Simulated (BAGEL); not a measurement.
# CH5BO (BH2(OMe)) at HF/STO-3G (density fitting with qzvpp-jkfit)

What is the energy change on altering one bond length of CH5BO (BH2(OMe)) at HF/STO-3G (density fitting with qzvpp-jkfit)? 

Program for the calculation: BAGEL 1.2.2.

2 further runs of the same task are left out: 1 that didn't finish, 1 set aside as unsound or not needed. Runs told in other sessions of the task aren't counted.

## Step 1: The system as given

CH5BO: 8 atoms, total charge 0, spin state singlet. As SMILES, `[H]B([H])OC`. Geometry: relaxed at GFN2-xTB.

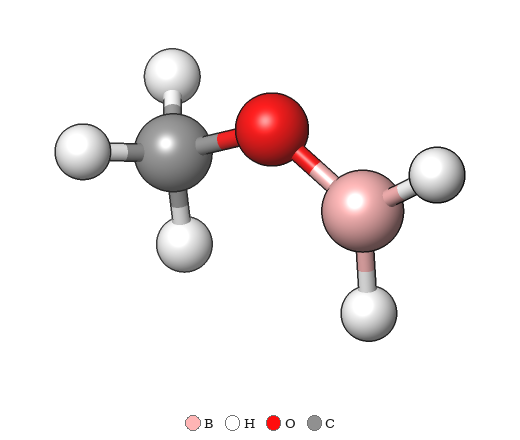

Viewed from a chosen angle; boron pink, hydrogen white, oxygen red, carbon grey.

## Step 2: The energy at HF/STO-3G (density fitting with qzvpp-jkfit)

File calc.json:

```json
{ "bagel": [

{
  "title": "molecule",
  "basis": "sto-3g",
  "df_basis": "qzvpp-jkfit",
  "angstrom": "true",
  "geometry": [
    { "atom": "B", "xyz": [    0.435610,    1.006270,    0.790700 ] },
    { "atom": "H", "xyz": [    1.569280,    0.771350,    0.549830 ] },
    { "atom": "H", "xyz": [    0.117450,    1.877720,    1.507100 ] },
    { "atom": "O", "xyz": [   -0.559180,    0.310420,    0.270760 ] },
    { "atom": "C", "xyz": [   -0.408730,   -0.775400,   -0.606980 ] },
    { "atom": "H", "xyz": [   -1.004290,   -0.584470,   -1.502650 ] },
    { "atom": "H", "xyz": [   -0.786680,   -1.677140,   -0.118600 ] },
    { "atom": "H", "xyz": [    0.636530,   -0.928750,   -0.890170 ] }
  ]
},
{
  "title": "hf"
},
{
  "title": "print",
  "file": "orbitals.molden",
  "orbitals": "true"
}

]}
```

Launch:

```sh
$ BAGEL_NUM_THREADS=1 BAGEL calc.json > calc.out
```

Log:

```text
* using 1 threads per process

  ===============================================================
  ===============================================================

  *** Geometry ***

  { "atom" : "B", "xyz" : [      0.823184,      1.901575,      1.494206 ] },
  { "atom" : "H", "xyz" : [      2.965509,      1.457640,      1.039028 ] },
  { "atom" : "H", "xyz" : [      0.221948,      3.548377,      2.848006 ] },
  { "atom" : "O", "xyz" : [     -1.056697,      0.586609,      0.511662 ] },
  { "atom" : "C", "xyz" : [     -0.772388,     -1.465294,     -1.147026 ] },
  { "atom" : "H", "xyz" : [     -1.897833,     -1.104488,     -2.839597 ] },
  { "atom" : "H", "xyz" : [     -1.486610,     -3.169335,     -0.224122 ] },
  { "atom" : "H", "xyz" : [      1.202867,     -1.755083,     -1.682178 ] },

  Number of auxiliary basis functions:      317

  Since a DF basis is specified, we compute 2- and 3-index integrals:
    o Being stored without compression. Storage requirement is 0.001 GB

  Number of basis functions:       20
  Number of electrons      :       24

    * METHOD: MOLECULE                             0.06

  *** RHF ***

  === Nuclear Repulsion ===
    70.9004861548

      * DIIS with orbital gradients will be used.

  === RHF iteration (sto-3g) ===
      0       -138.51618625          0.01927426           0.00
      1       -138.56070951          0.00606170           0.00
      2       -138.56478105          0.00143719           0.00
      3       -138.56510188          0.00017622           0.00
      4       -138.56510749          0.00004728           0.00
      5       -138.56510799          0.00000913           0.00
      6       -138.56510801          0.00000216           0.00
      7       -138.56510801          0.00000057           0.00
      8       -138.56510801          0.00000013           0.00
      9       -138.56510801          0.00000004           0.00
     10       -138.56510801          0.00000001           0.00
    * SCF iteration converged.

    * Permanent dipole moment:
           (   -0.064191,     0.514221,     0.413901) a.u.

    * METHOD: HF                                   0.08

    * METHOD: PRINT                                0.00

  ===============================================================
```

Wall time 0.28 s (1 thread of Arm Neoverse V1, shared host).

## Step 3: The distorted shape

File calc.json:

```json
{ "bagel" : [

{
  "title" : "molecule",
  "basis" : "sto-3g",
  "df_basis" : "qzvpp-jkfit",
  "angstrom" : "true",
  "geometry" : [
    { "atom" : "B", "xyz" : [    0.413048,    1.169105,    0.922330 ] },
    { "atom" : "H", "xyz" : [    1.546718,    0.934185,    0.681460 ] },
    { "atom" : "H", "xyz" : [    0.094888,    2.040555,    1.638730 ] },
    { "atom" : "O", "xyz" : [   -0.581742,    0.473255,    0.402390 ] },
    { "atom" : "C", "xyz" : [   -0.408730,   -0.775400,   -0.606980 ] },
    { "atom" : "H", "xyz" : [   -1.004290,   -0.584470,   -1.502650 ] },
    { "atom" : "H", "xyz" : [   -0.786680,   -1.677140,   -0.118600 ] },
    { "atom" : "H", "xyz" : [    0.636530,   -0.928750,   -0.890170 ] }
  ]
},
{
  "title" : "hf"
},
{
  "title" : "print",
  "file" : "orbitals.molden",
  "orbitals" : "true"
}

]}
```

Launch:

```sh
$ BAGEL_NUM_THREADS=1 BAGEL calc.json > calc.out
```

Log:

```text
* using 1 threads per process

  ===============================================================
  ===============================================================

  *** Geometry ***

  { "atom" : "B", "xyz" : [      0.780548,      2.209288,      1.742951 ] },
  { "atom" : "H", "xyz" : [      2.922873,      1.765354,      1.287773 ] },
  { "atom" : "H", "xyz" : [      0.179312,      3.856090,      3.096751 ] },
  { "atom" : "O", "xyz" : [     -1.099333,      0.894322,      0.760407 ] },
  { "atom" : "C", "xyz" : [     -0.772388,     -1.465294,     -1.147026 ] },
  { "atom" : "H", "xyz" : [     -1.897833,     -1.104488,     -2.839597 ] },
  { "atom" : "H", "xyz" : [     -1.486610,     -3.169335,     -0.224122 ] },
  { "atom" : "H", "xyz" : [      1.202867,     -1.755083,     -1.682178 ] },

  Number of auxiliary basis functions:      317

  Since a DF basis is specified, we compute 2- and 3-index integrals:
    o Being stored without compression. Storage requirement is 0.001 GB

  Number of basis functions:       20
  Number of electrons      :       24

    * METHOD: MOLECULE                             0.06

  *** RHF ***

  === Nuclear Repulsion ===
    67.2329814395

      * DIIS with orbital gradients will be used.

  === RHF iteration (sto-3g) ===
      0       -138.47476846          0.02343345           0.00
      1       -138.53052142          0.01008421           0.00
      2       -138.54013419          0.00181017           0.00
      3       -138.54065751          0.00022676           0.00
      4       -138.54066669          0.00007267           0.00
      5       -138.54066787          0.00001048           0.00
      6       -138.54066789          0.00000258           0.00
      7       -138.54066789          0.00000073           0.00
      8       -138.54066789          0.00000012           0.00
      9       -138.54066789          0.00000003           0.00
     10       -138.54066789          0.00000001           0.00
    * SCF iteration converged.

    * Permanent dipole moment:
           (   -0.055718,     0.634733,     0.510232) a.u.

    * METHOD: HF                                   0.08

    * METHOD: PRINT                                0.00

  ===============================================================
```

It took 0.28 s on 1 thread of Arm Neoverse V1, shared host.

## Step 4: What came out

At HF/STO-3G (density fitting with qzvpp-jkfit):

| quantity | value |
| --- | --- |
| first shape: total energy | -138.56511 Eh |
| first shape: dipole moment | 1.69 D |
| first shape: HOMO energy | -10.23 eV |
| first shape: LUMO energy | 8.58 eV |
| first shape: HOMO–LUMO gap | 18.81 eV |
| distorted shape: total energy | -138.54067 Eh |
| distorted shape: dipole moment | 2.07 D |
| distorted shape: HOMO energy | -9.80 eV |
| distorted shape: LUMO energy | 8.84 eV |
| distorted shape: HOMO–LUMO gap | 18.63 eV |
| energy change with the O4–C5 bond stretched from 1.404 to 1.615 Å | 0.665 eV |

**Reading.** With the O4–C5 bond stretched from 1.404 to 1.615 Å the energy rises by 0.67 eV (64.2 kJ/mol). The first shape isn't relaxed at this level, so the change isn't measured from a minimum. The minimal basis adds a large error of its own.
